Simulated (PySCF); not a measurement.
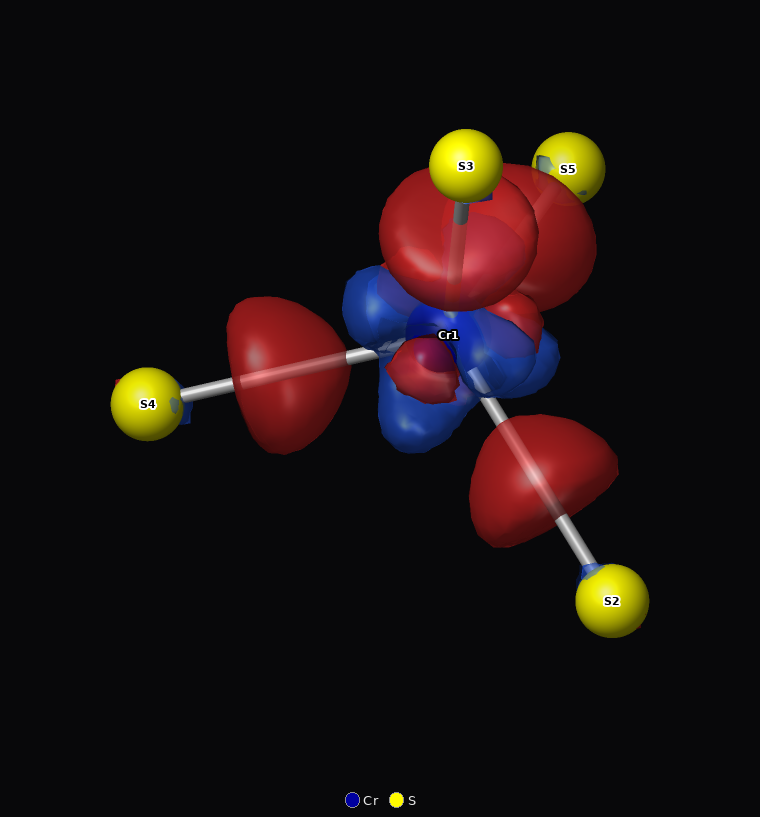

Figure 1: [CrS4]2- (CrS4, charge −2). Deformation density (molecule less spherical, spin-averaged free atoms at the same positions), surfaces at ±0.09 e/Å³; red: gain, blue: loss.

Level of theory: B3LYP/def2-SVPD (PySCF), at a geometry from GFN2-xTB. The highest occupied orbitals have positive energy: in the gas phase this ion holds its electrons only through the finite basis. This is a single-reference result, which may miss multireference character in this system. No frequency check shows the geometry to be a minimum. GFN2-xTB bond lengths at metals and heavier atoms can be off by up to 0.1 Å and shapes distorted, which carries into these values.

### How much density has each bond gained at its critical point, relative to the free atoms?

Cr1–S5, Cr1–S4, Cr1–S3 and Cr1–S2: +0.19 e/Å³ at the bond critical point (bond length 2.09 Å). In all, 2.4 electrons gather in the regions of gain relative to the promolecule of neutral atoms (this includes the anion's extra charge).

### Where do the Hirshfeld charges lie?

The highest Hirshfeld charge is on Cr1 (−0.04 e), the lowest on S2, S3, S4 and S5 (−0.49 e).
